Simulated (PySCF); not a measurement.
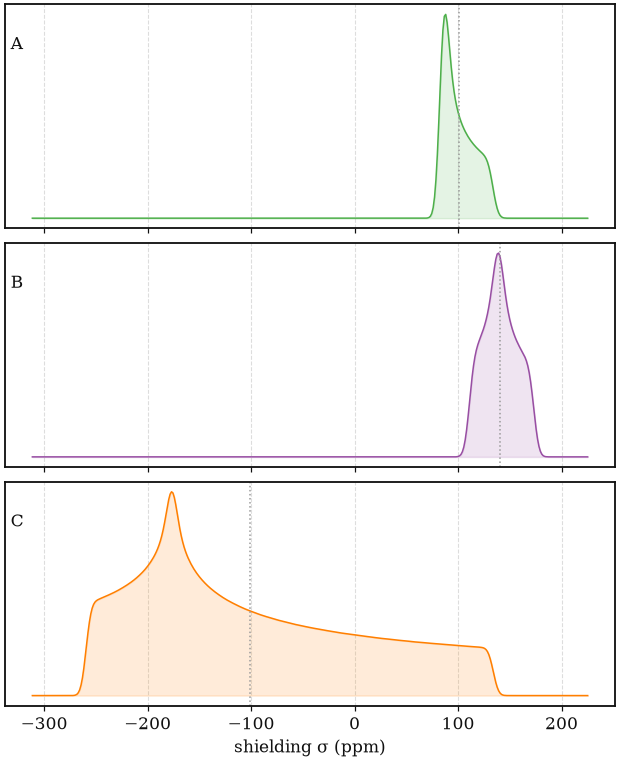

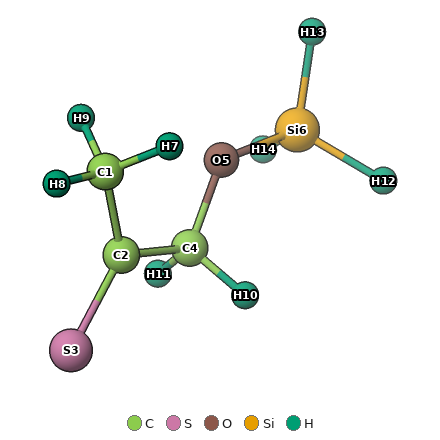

Static powder patterns (¹³C) from GIAO shielding tensors of C₃H₈OSSi, SMILES CC(=S)CO[SiH3], PBE0/pcSseg-1 (IEF-PCM dichloromethane) with PySCF 2.14.0, at a PBE0-D3(BJ)/def2-SVP geometry (no frequency check); absolute shielding, one fixed geometry of the isolated molecule without any motion, no dipolar terms. The dotted line is the isotropic value; skew is 3(σiso − σ22)/span.

Q: The panels belong to C1, C2 and C4. Which is which?

A: panel A: C4, σ11, σ22, σ33 = 84, 85, 134 ppm, isotropic 101, span 50 ppm, skew 0.93; panel B: C1, σ11, σ22, σ33 = 111, 139, 173 ppm, isotropic 141, span 62 ppm, skew 0.11; panel C: C2, σ11, σ22, σ33 = −259, −177, 134 ppm, isotropic −101, span 393 ppm, skew 0.58.

Known limits of this run: one conformer of a flexible molecule.
